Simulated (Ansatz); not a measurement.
## Nudged elastic band of AlSiNH₅F

The run: nudged elastic band of AlSiNH₅F. Method and program: RHF/def2-SVP (Ansatz 0.2.0).

It belongs to a series of runs on one base structure; here: band between the two ends. Figures and captions count atoms from 1; the log counts them from 0 in places.

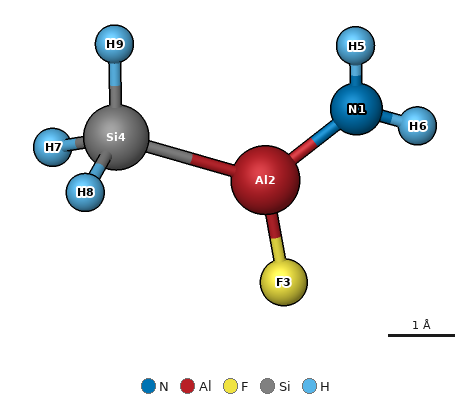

Fig. 1: The structure as given in the input (ball-and-stick view, seen at a tilt; atoms are numbered from 1 in the order of the input). Sticks mark near contacts.

Input:
```yaml
crystal:
  periodic: [false, false, false]
  atoms:
    - { symbol: "N", position_ang: [0.600502, 1.809443, -0.736929] }
    - { symbol: Al, position_ang: [0.754316, 0.075562, -0.480109] }
    - { symbol: F, position_ang: [2.08217, -0.651902, -1.15849] }
    - { symbol: Si, position_ang: [-0.851941, -1.288654, 0.794151] }
    - { symbol: H, position_ang: [-0.144209, 2.383084, -0.389642] }
    - { symbol: H, position_ang: [1.249749, 2.371207, -1.25517] }
    - { symbol: H, position_ang: [-1.463952, -2.33535, -0.065602] }
    - { symbol: H, position_ang: [-0.189312, -1.966728, 1.938807] }
    - { symbol: H, position_ang: [-1.948724, -0.442962, 1.335784] }
basis:
  gaussian: { orbitals: def2-SVP }
hamiltonian:
  xc: hf
neb:
  order_check: false
  images: 7
  f_tol: 0.03
  max_iterations: 60
  initial_path: idpp
  final_atoms:
    - { symbol: "N", position_ang: [0.59666006, 1.80861288, -0.74196654] }
    - { symbol: Al, position_ang: [0.7573454, 0.07704864, -0.47379622] }
    - { symbol: F, position_ang: [2.09463037, -0.64764165, -1.13694764] }
    - { symbol: Si, position_ang: [-0.8520641, -1.28882982, 0.79492981] }
    - { symbol: H, position_ang: [1.24908466, 2.36742693, -1.25967109] }
    - { symbol: H, position_ang: [-0.15152195, 2.3847789, -0.40600622] }
    - { symbol: H, position_ang: [-1.47659615, -2.32128993, -0.0741581] }
    - { symbol: H, position_ang: [-0.18889249, -1.98551233, 1.92869844] }
    - { symbol: H, position_ang: [-1.94004682, -0.44089362, 1.35171756] }
```

Run as:
```bash
ansatz run input.yaml --threads 1 --pin off --max-ram 2048MiB --backend cpu --events-out ev --progress --plain --runs-dir out
```

Output:
```
Engine: ansatz 0.2.0, x86_64-unknown-linux-gnu
Functional definition: HF
  exchange = exact_x
  correlation = 0
911 factors; integrals over basis functions are off by at most 3.3e-4 eV
mean field evaluation 1: about -18702.9592 eV, gradient 4.2e1 eV
mean field evaluation 2: about -18702.9922 eV, gradient 4.2e1 eV
mean field evaluation 4: about -18706.9994 eV, gradient 2.6e0 eV
mean field evaluation 8: about -18707.0462 eV, gradient 2.3e-1 eV
mean field -18707.04641699 eV, -687.4712757330 hartree, gradient 2.9e-5 eV, S^2 0.000000; 0 other end points of the search recorded, 0 dependent functions left out
the calculation of the forces begins
reference -18707.04641699 eV, -687.4712757330 hartree; 24, 24 occupied and 65, 65 virtual orbitals, 911 factors
911 factors; integrals over basis functions are off by at most 3.5e-4 eV
mean field evaluation 16: about -18706.9992 eV, gradient 2.6e0 eV
mean field -18707.04637204 eV, -687.4712740809 hartree, gradient 2.9e-5 eV, S^2 0.000000; 0 other end points of the search recorded, 0 dependent functions left out
[... from here on the field's lines of each further geometry are left out, up to the last ...]
NEB iter   1: max|band force component| = 4.120e-1 eV/Å  barrier→ = 0.3991 eV  barrier← = 0.3991 eV  CI = image 4  Δτ_max = 0.1707 Å  (310 SCF iters)
NEB iter   2: max|band force component| = 4.547e-1 eV/Å  barrier→ = 0.4057 eV  barrier← = 0.4056 eV  CI = image 4  Δτ_max = 0.0738 Å  (222 SCF iters)
NEB iter   3: max|band force component| = 3.152e-1 eV/Å  barrier→ = 0.3735 eV  barrier← = 0.3735 eV  CI = image 4  Δτ_max = 0.0287 Å  (225 SCF iters)
NEB iter   4: max|band force component| = 2.699e-1 eV/Å  barrier→ = 0.3687 eV  barrier← = 0.3687 eV  CI = image 4  Δτ_max = 0.0421 Å  (214 SCF iters)
NEB iter   5: max|band force component| = 2.280e-1 eV/Å  barrier→ = 0.3611 eV  barrier← = 0.3611 eV  CI = image 4  Δτ_max = 0.0337 Å  (227 SCF iters)
NEB iter   6: max|band force component| = 1.535e-1 eV/Å  barrier→ = 0.3582 eV  barrier← = 0.3582 eV  CI = image 4  Δτ_max = 0.0293 Å  (212 SCF iters)
NEB iter   7: max|band force component| = 6.789e-2 eV/Å  barrier→ = 0.3563 eV  barrier← = 0.3562 eV  CI = image 4  Δτ_max = 0.0145 Å  (230 SCF iters)
the calculation of the forces begins
reference -18707.01440955 eV, -687.4700994812 hartree; 24, 24 occupied and 65, 65 virtual orbitals, 911 factors
911 factors; integrals over basis functions are off by at most 6.5e-4 eV
mean field evaluation 544: about -18706.6907 eV, gradient 2.4e-1 eV
mean field -18706.69090366 eV, -687.4582108591 hartree, gradient 5.0e-5 eV, S^2 0.000000; 1 other end points of the search recorded, 0 dependent functions left out
the calculation of the forces begins
reference -18706.69090366 eV, -687.4582108591 hartree; 24, 24 occupied and 65, 65 virtual orbitals, 911 factors
NEB iter   8: max|band force component| = 2.373e-2 eV/Å  barrier→ = 0.3555 eV  barrier← = 0.3555 eV  CI = image 4  Δτ_max = 0.0000 Å  (436 SCF iters)
```

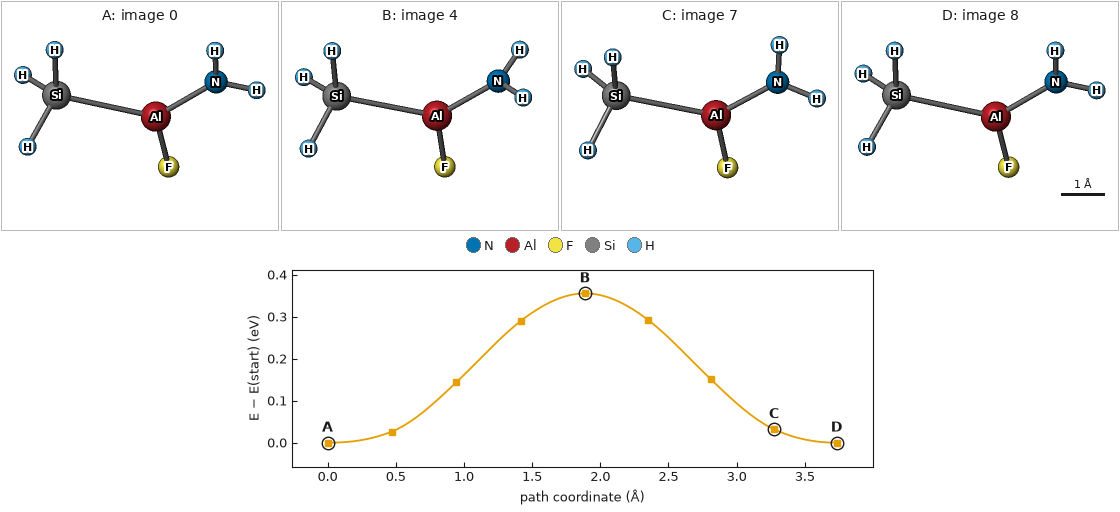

Fig. 2: Images of the last band (counted from 0; ball-and-stick, seen at a tilt) above the energy along the path; the line is a cubic interpolation that uses the forces. The highest image is number 4, 0.356 eV above the start and 0.355 eV above the end (the climbing image); start and end have the same energy. The path is 3.73 Å long. The band converged in 8 iterations.

```
Total energy: -18706.69090366 eV, -687.4582108591 hartree
Atom 0 at     0.689263     1.887263    -0.542689 Å, force     0.023732    -0.007209     0.001873 eV/Å
Atom 1 at     0.781217     0.126889    -0.305494 Å, force    -0.004880     0.005831     0.000212 eV/Å
Atom 2 at     2.179674    -0.681653    -0.690832 Å, force    -0.000115     0.002004    -0.001274 eV/Å
Atom 3 at    -1.002224    -1.327940     0.572003 Å, force     0.004365    -0.006807    -0.002739 eV/Å
Atom 4 at     1.073890     2.562800     0.091938 Å, force    -0.011979     0.001535    -0.008328 eV/Å
Atom 5 at     0.518289     2.336119    -1.423615 Å, force    -0.005245    -0.002807     0.009228 eV/Å
Atom 6 at    -1.384693    -2.355149    -0.433540 Å, force    -0.001887     0.003212     0.001735 eV/Å
Atom 7 at    -0.547137    -2.042992     1.794154 Å, force    -0.000365     0.003335    -0.001228 eV/Å
Atom 8 at    -2.219679    -0.551637     0.920875 Å, force    -0.003626     0.000905     0.000520 eV/Å
Dipole moment:    -0.143411     0.455854    -0.017902 e Å
this run last wrote the band of iteration 8 to [file]
```

The last band as extended XYZ (Å, eV, eV/Å):
```
9
Properties=species:S:1:pos:R:3:forces:R:3 image=0 energy=-18707.04642
N     0.6005    1.8094   -0.7369   -0.0045  -0.0096   0.0055
Al    0.7543    0.0756   -0.4801   -0.0016  -0.0004   0.0004
F     2.0822   -0.6519   -1.1585    0.0032  -0.0011  -0.0017
Si   -0.8519   -1.2887    0.7942   -0.0022  -0.0030   0.0030
H    -0.1442    2.3831   -0.3896    0.0052   0.0068  -0.0047
H     1.2497    2.3712   -1.2552   -0.0019   0.0049   0.0000
H    -1.4640   -2.3354   -0.0656    0.0012   0.0020   0.0015
H    -0.1893   -1.9667    1.9388   -0.0009   0.0020  -0.0029
H    -1.9487   -0.4430    1.3358    0.0014  -0.0015  -0.0011
9
Properties=species:S:1:pos:R:3:forces:R:3 image=1 energy=-18707.01983
N     0.6640    1.8397   -0.6712   -0.0034  -0.0066   0.0158
Al    0.7452    0.0956   -0.4416   -0.0005  -0.0111  -0.0152
F     2.0082   -0.6807   -1.1874   -0.0070   0.0063  -0.0414
Si   -0.8895   -1.2980    0.7640    0.0058  -0.0033  -0.0072
H     0.0972    2.4795   -0.1487   -0.0887  -0.0204  -0.0470
H     1.2030    2.3457   -1.3487    0.0895   0.0097   0.0587
H    -1.3375   -2.3966   -0.1329   -0.0126   0.0049   0.0185
H    -0.3139   -1.9165    1.9861    0.0111   0.0132   0.0067
H    -2.0881   -0.5150    1.1633    0.0057   0.0073   0.0112
9
Properties=species:S:1:pos:R:3:forces:R:3 image=2 energy=-18706.90257
N     0.6793    1.8591   -0.6431    0.0283  -0.0097  -0.0012
Al    0.7627    0.1150   -0.3757    0.0056  -0.0139   0.0042
F     2.0516   -0.6928   -1.0401   -0.0343   0.0036  -0.0981
Si   -0.9246   -1.3085    0.7172    0.0181   0.0031   0.0090
H     0.3976    2.5539    0.0212   -0.2163  -0.0263  -0.0247
H     1.0023    2.3146   -1.4761    0.1960   0.0118   0.0510
H    -1.3317   -2.3677   -0.2465   -0.0087   0.0208   0.0243
H    -0.4100   -1.9831    1.9363    0.0104   0.0092   0.0184
H    -2.1385   -0.5368    1.0895    0.0008   0.0016   0.0171
9
Properties=species:S:1:pos:R:3:forces:R:3 image=3 energy=-18706.75665
N     0.6764    1.8750   -0.6027    0.0304  -0.0112  -0.0133
Al    0.7733    0.1234   -0.3360    0.0039  -0.0004   0.0135
F     2.1151   -0.6955   -0.8708   -0.0319  -0.0042  -0.0837
Si   -0.9632   -1.3189    0.6500    0.0190   0.0007   0.0153
H     0.7412    2.5795    0.1076   -0.1785  -0.0040   0.0348
H     0.7648    2.3143   -1.5000    0.1565  -0.0007  -0.0097
H    -1.3560   -2.3562   -0.3432   -0.0021   0.0200   0.0172
H    -0.4837   -2.0224    1.8677    0.0044   0.0007   0.0150
H    -2.1794   -0.5455    1.0101   -0.0018  -0.0009   0.0110
9
Properties=species:S:1:pos:R:3:forces:R:3 image=4 energy=-18706.69090
N     0.6893    1.8873   -0.5427    0.0237  -0.0072   0.0019
Al    0.7812    0.1269   -0.3055   -0.0049   0.0058   0.0002
F     2.1797   -0.6817   -0.6908   -0.0001   0.0020  -0.0013
Si   -1.0022   -1.3279    0.5720    0.0044  -0.0068  -0.0027
H     1.0739    2.5628    0.0919   -0.0120   0.0015  -0.0083
H     0.5183    2.3361   -1.4236   -0.0052  -0.0028   0.0092
H    -1.3847   -2.3551   -0.4335   -0.0019   0.0032   0.0017
H    -0.5471   -2.0430    1.7942   -0.0004   0.0033  -0.0012
H    -2.2197   -0.5516    0.9209   -0.0036   0.0009   0.0005
9
Properties=species:S:1:pos:R:3:forces:R:3 image=5 energy=-18706.75411
N     0.7397    1.8840   -0.4945    0.0218  -0.0083  -0.0076
Al    0.7969    0.1240   -0.2769   -0.0040   0.0089   0.0115
F     2.2414   -0.6618   -0.5035    0.0342   0.0091   0.0741
Si   -1.0361   -1.3325    0.4894    0.0036  -0.0076  -0.0109
H     1.3284    2.5317   -0.0049    0.1312  -0.0139  -0.0887
H     0.2823    2.3685   -1.2434   -0.1593   0.0062   0.0807
H    -1.4015   -2.3512   -0.5286   -0.0153  -0.0074  -0.0131
H    -0.6080   -2.0562    1.7180   -0.0007   0.0109  -0.0231
H    -2.2545   -0.5527    0.8272   -0.0113   0.0021  -0.0230
9
Properties=species:S:1:pos:R:3:forces:R:3 image=6 energy=-18706.89588
N     0.7824    1.8721   -0.4655    0.0276  -0.0073  -0.0098
Al    0.8162    0.1213   -0.2329   -0.0002  -0.0033   0.0163
F     2.2975   -0.6220   -0.3194    0.0376   0.0201   0.0888
Si   -1.0623   -1.3359    0.4123    0.0037  -0.0015  -0.0122
H     1.5148    2.4882   -0.1657    0.1209  -0.0227  -0.1660
H     0.1029    2.3983   -0.9796   -0.1583   0.0065   0.1544
H    -1.4020   -2.3330   -0.6346   -0.0121  -0.0023  -0.0191
H    -0.6756   -2.0821    1.6408   -0.0082   0.0065  -0.0221
H    -2.2853   -0.5531    0.7273   -0.0110   0.0039  -0.0303
9
Properties=species:S:1:pos:R:3:forces:R:3 image=7 energy=-18707.01441
N     0.8067    1.8576   -0.4293    0.0150  -0.0099  -0.0041
Al    0.8427    0.1173   -0.1619    0.0056   0.0012   0.0185
F     2.3476   -0.5825   -0.1675    0.0169   0.0111   0.0366
Si   -1.0801   -1.3352    0.3491    0.0066  -0.0004   0.0030
H     1.6202    2.4424   -0.3807    0.0281  -0.0078  -0.1124
H     0.0083    2.4142   -0.6654   -0.0532  -0.0039   0.1012
H    -1.3764   -2.2904   -0.7495    0.0021   0.0061  -0.0133
H    -0.7712   -2.1255    1.5704   -0.0172  -0.0045  -0.0095
H    -2.3093   -0.5442    0.6177   -0.0038   0.0079  -0.0201
9
Properties=species:S:1:pos:R:3:forces:R:3 image=8 energy=-18707.04637
N     0.5889    1.8053   -0.7560    0.0024   0.0052  -0.0031
Al    0.7577    0.0768   -0.4733   -0.0055  -0.0036   0.0071
F     2.0996   -0.6467   -1.1284   -0.0024   0.0047  -0.0008
Si   -0.8470   -1.2865    0.8041   -0.0065  -0.0114   0.0057
H     1.2394    2.3631   -1.2772   -0.0033   0.0041   0.0012
H    -0.1626    2.3806   -0.4259    0.0089  -0.0099  -0.0029
H    -1.4651   -2.3291   -0.0574    0.0049   0.0098   0.0092
H    -0.1823   -1.9705    1.9446   -0.0054   0.0074  -0.0115
H    -1.9400   -0.4393    1.3522    0.0069  -0.0064  -0.0049
```

Results in brief:

```json
{"quantity": "outcome", "value": "converged"}
{"quantity": "barrier, forward", "value": "0.355 eV"}
{"quantity": "barrier, backward", "value": "0.355 eV"}
{"quantity": "hardware", "value": "1 thread of Intel Xeon (Sapphire Rapids), 10 GiB of memory available, shared host"}
{"quantity": "wall time", "value": "66 s"}
{"quantity": "peak memory", "value": "0.27 GiB"}
```

The order of the saddle point was not checked.
